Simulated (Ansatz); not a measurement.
Start from ZrO2 in the fluorite structure (space group Fm-3m, No. 225; a = 5.089 Å).

One thing is altered: a hydrostatic pressure of 0.9 GPa.

Computed with r2SCAN (Ansatz, a quantum-chemistry and plane-wave program, PAW, no SOC), earlier PAW set.

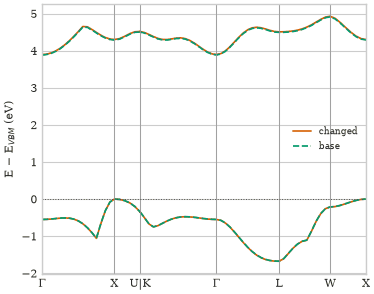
Figure: Highest valence and lowest conduction band along the path, each from its own valence-band maximum

Task: Read the changed gap and its character from the plot.

Result: About 3.9 eV, indirect, X → Γ.

Load acts through the strain it causes; cell and atoms are relaxed under it. Whether these cells are dynamically stable was not tested. This is not the structure that ZrO2 has at room temperature and ambient pressure.
